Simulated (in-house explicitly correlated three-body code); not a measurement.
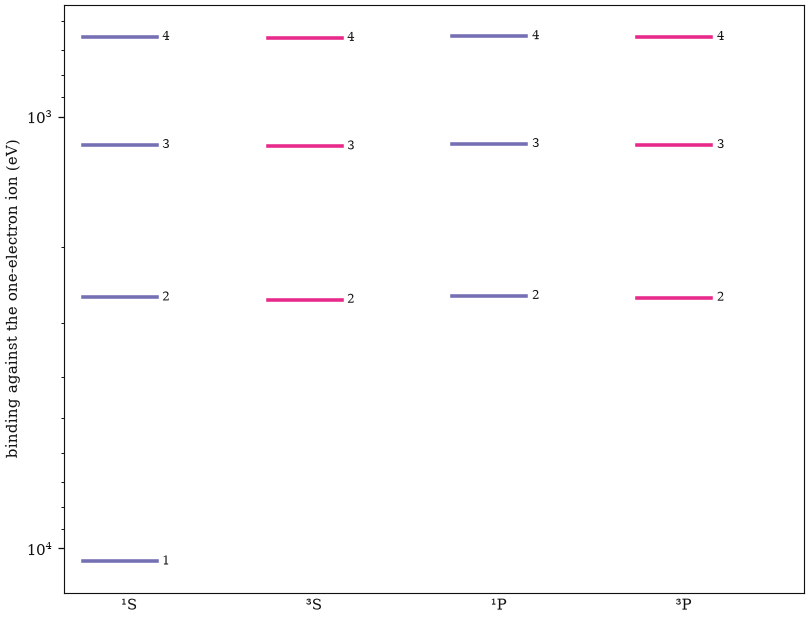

Two electrons around a point charge Z = 28.683. Computed variationally in 260 exponentially correlated functions with an in-house code, non-relativistic, converged to about 10⁻⁸ of the energy. The plot shows the bound S and P states that converged, by term and principal number n, on a logarithmic scale of binding.

> Describe the level scheme.

The ground state is bound by 10.71 keV. The n = 2 states drawn run, from the deepest, 2 ³S (2653 eV), 2 ³P (2624 eV), 2 ¹S (2621 eV), 2 ¹P (2600 eV). Exchange puts 2 ³S below 2 ¹S by 32.4 eV and 2 ³P below 2 ¹P by 24.4 eV. Quantum defects n − (Z − 1)/√(2 E(binding)): 2 ³S 0.018, 2 ³P 0.007, 2 ¹S 0.005, 2 ¹P −0.003.
